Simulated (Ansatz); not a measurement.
Base system: GaN in the zinc blende structure (space group F-43m, No. 216; a = 4.455 Å). Axes: x, y, z lie along the cube axes.

Now apply this change: tensor shear ε_xy = +0.29 % (engineering shear γ = 0.0058), atoms relaxed at fixed cell.

Calculations: LDA in Ansatz (plane waves to 420 eV, PAW, without spin-orbit coupling).

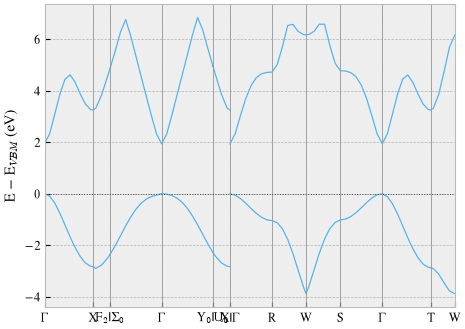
Fig. 1. Highest valence and lowest conduction band along the path of the changed cell's own zone

Question: Read the changed gap and its character from the plot.

Answer: About 1.9 eV, direct at Γ.

The cells carry an imposed strain or load. No phonon test of stability was made. This is not the structure that GaN has at room temperature and ambient pressure. k-point labels follow each cell's own Brillouin zone.

Ansatz is a program for electronic structure.
